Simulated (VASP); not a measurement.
Band structure of AlN (space group P6_3mc). Level of theory: modified Becke-Johnson potential (mBJ), VASP's PBE PAW potentials (set 64) (plane waves; VASP).

mBJ is a potential without an energy functional, so only the levels count.

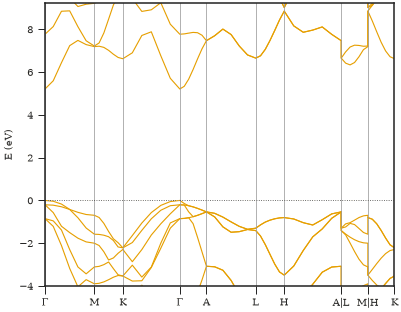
*Bands along high-symmetry lines, zero at the valence-band maximum or, without a gap, the Fermi level*

Q: Read the plot: is there a gap, and where are the band edges?

A: The gap is direct, 5.21 eV, from the valence maximum at Γ to the conduction minimum at Γ.

The structure comes from a computed database's AlN entry (P6_3mc); how it stands against other phases isn't given here. The cell was not relaxed at this level. The cell's shape comes from a PBE relaxation.
